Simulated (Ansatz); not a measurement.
Input

```
crystal:
  periodic: [false, false, false]
  atoms:
    - symbol: C
      position_ang: [-1.393683, 2.288198, 0.366763]
    - symbol: C
      position_ang: [-0.029512, 1.708804, 0.379498]
    - symbol: C
      position_ang: [0.981308, 2.221780, 1.127636]
    - symbol: C
      position_ang: [1.550706, 0.045321, -0.383278]
    - symbol: C
      position_ang: [0.285539, 0.513444, -0.449622]
    - symbol: O
      position_ang: [-2.310029, 1.850061, -0.290413]
    - symbol: Si
      position_ang: [2.499193, 1.148142, 0.805601]
    - symbol: H
      position_ang: [-1.523081, 3.185191, 1.025798]
    - symbol: H
      position_ang: [0.836293, 3.097962, 1.764834]
    - symbol: H
      position_ang: [2.998487, 0.460397, 2.031394]
    - symbol: H
      position_ang: [3.628512, 1.903462, 0.189966]
    - symbol: H
      position_ang: [1.880392, -0.825777, -0.953119]
    - symbol: H
      position_ang: [-0.512629, 0.082410, -1.060917]
basis:
  gaussian: {orbitals: def2-SVPD}
output: {forces: true, orbitals: {seedname: orbitals}}
hamiltonian: {xc: pbe0}
```

Launched as:

```sh
ansatz run input.yaml --threads 4 --pin off --max-ram 7830MiB --events-out events.jsonl --progress --plain --runs-dir runs
```

Geometry: B3LYP-D3(BJ)/def2-SVP.

Method: isolated molecule in a Gaussian basis; Kohn-Sham density functional theory, functional PBE0 in Ansatz.

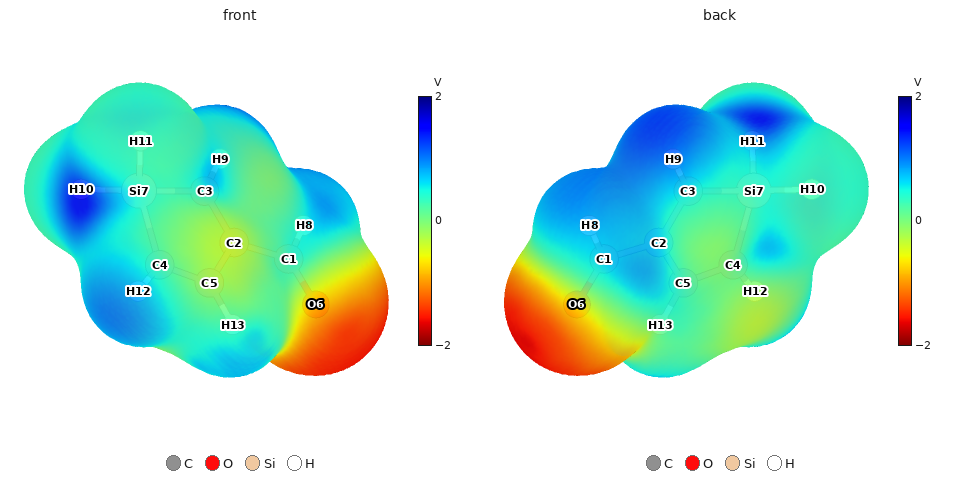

C5H6OSi. The molecular electrostatic potential painted on the density surface at 0.002 e/bohr³, seen from the front and from behind; red is negative and blue positive.

Q: Describe the electrostatic potential map.

A: The most negative region (about −1.6 V) lies over O6, the most positive (about +1.5 V) over Si7. O6 is the likeliest acceptor of a hydrogen bond.

Q: How polar is the molecule by this calculation?

A: Its dipole moment is 2.81 D.
